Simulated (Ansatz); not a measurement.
AlFH5NO2

Input

```
crystal:
  periodic: [false, false, false]
  atoms:
    - { symbol: Al, position_ang: [0.056964, -0.290722, -0.15299] }
    - { symbol: F, position_ang: [0.064104, -0.599232, 1.503218] }
    - { symbol: "N", position_ang: [1.61963, -0.130015, -0.937499] }
    - { symbol: H, position_ang: [2.514946, -0.263847, -0.486613] }
    - { symbol: H, position_ang: [1.74893, 0.039417, -1.926806] }
    - { symbol: O, position_ang: [-1.369046, -0.338693, -1.050609] }
    - { symbol: H, position_ang: [-2.263405, -0.297567, -0.714203] }
    - { symbol: O, position_ang: [-0.134782, 2.210347, 1.42335] }
    - { symbol: H, position_ang: [0.768035, 2.540458, 1.351871] }
    - { symbol: H, position_ang: [-0.050475, 1.447954, 2.04008] }
basis:
  gaussian: { orbitals: def2-SVP }
hamiltonian:
  xc: r2scanh
relax:
  f_tol: 0.03
  max_steps: 50
output:
  orbitals: {}
```

Run with:

```sh
ansatz run input.yaml --threads 4 --pin off --max-ram 5120MiB --backend cpu --events-out ev --progress --plain --runs-dir out
```

The fields are those of the run's last geometry, not of the input's.

Computed with RKS r2SCANh/def2-SVP (Ansatz 0.2.0).

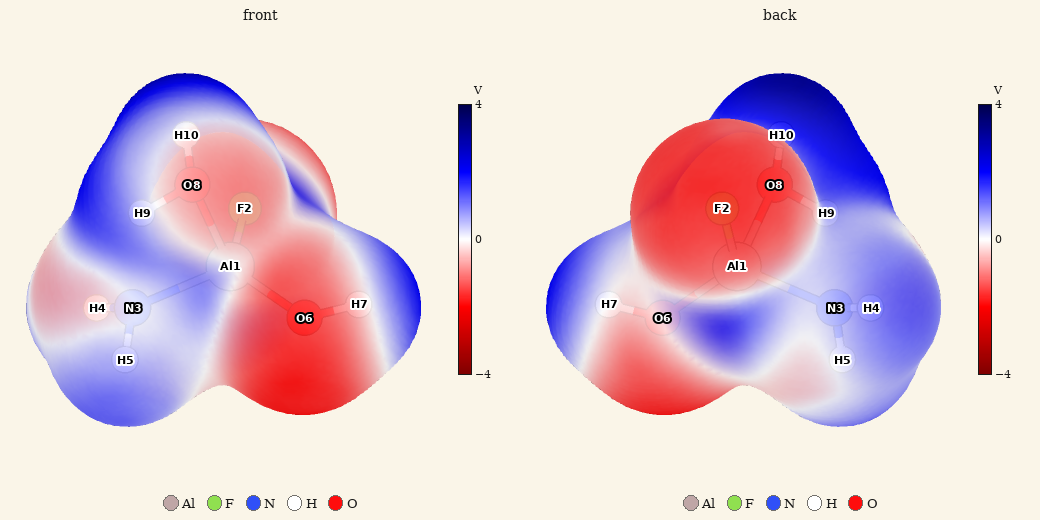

Figure 1. The molecular electrostatic potential painted on the density surface at 0.002 e/bohr³, seen from the front and from behind; red is negative and blue positive.

Question: Describe the electrostatic potential map.

Answer: The most negative region (about −1.9 V) lies over O6, the most positive (about +3.1 V) over H10. O6 is the likeliest acceptor of a hydrogen bond.

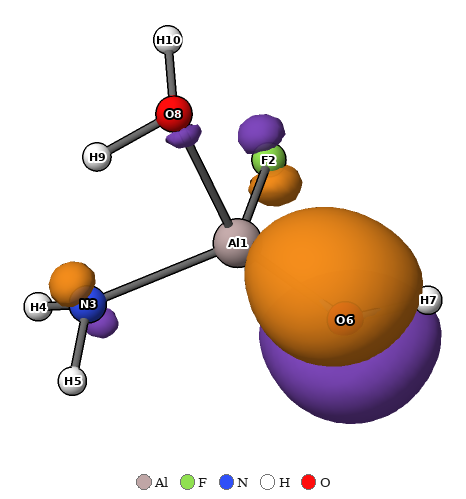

Figure 2. The HOMO−1 at ±0.15 Å⁻³ᐟ² (orange and purple are the two phases), seen across its widest extent.

Question: Describe this orbital and give its energy.

Answer: Its weight (Hirshfeld) is mainly on O6 (about 80 %); largely a lone pair of O6. Its energy is −7.63 eV.

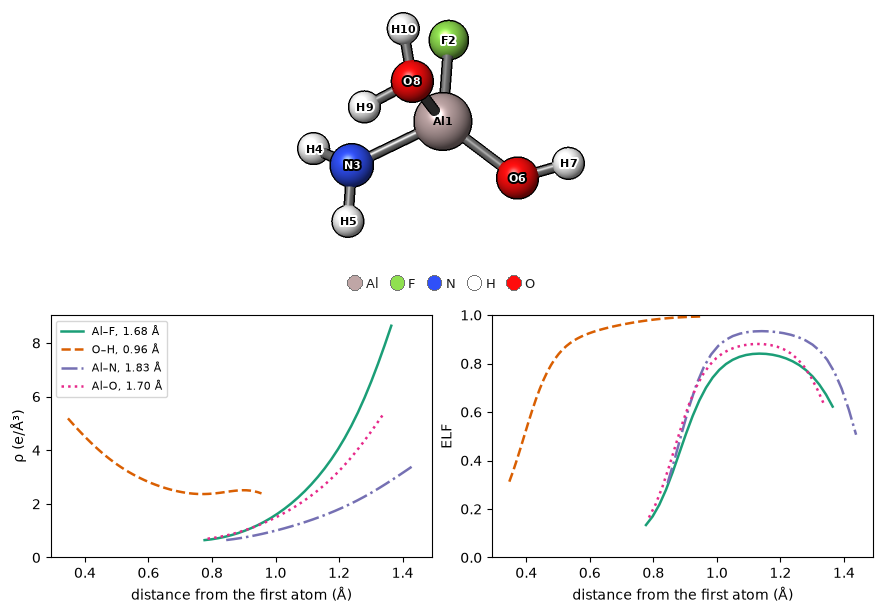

Figure 3. Total electron density and electron localisation function along straight lines between neighbouring atoms. The curves leave out the atomic cores. The structure is drawn too.

Question: What can be read from the curves?

Answer: Al–F (1.68 Å): ρ is about 0.77 e/Å³ halfway; the ELF peaks at about 0.85 in the valence shell of F, 0.5 Å from its nucleus, and is about 0.30 at the midpoint.
O–H (0.96 Å): the density is about 3.7 e/Å³ at the midpoint; the ELF climbs to about 1 towards the hydrogen, as it does in any bond to H; an ordinary covalent bond to hydrogen.
Al–N (1.83 Å): the density is about 0.77 e/Å³ at the midpoint; the ELF peaks at about 0.95 in the valence shell of N, 0.7 Å from its nucleus, and is about 0.60 at the midpoint.
Al–O (1.70 Å): ρ at the midpoint is about 0.84 e/Å³; the ELF peaks at about 0.90 in the valence shell of O, 0.6 Å from its nucleus, and is about 0.40 at the midpoint.

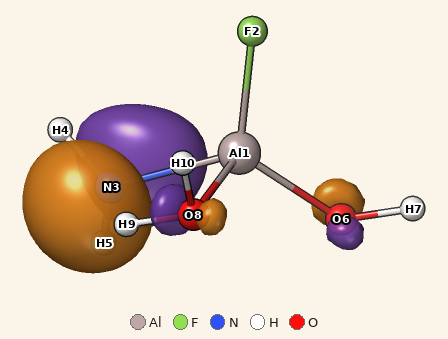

Figure 4. The HOMO at ±0.2 Å⁻³ᐟ² (orange and purple are the two phases), seen from one side.

Question: Describe this orbital and give its energy.

Answer: Its weight (Hirshfeld) is mainly on N3 (about 70 %); largely a lone pair of N3. Its energy is −6.61 eV.
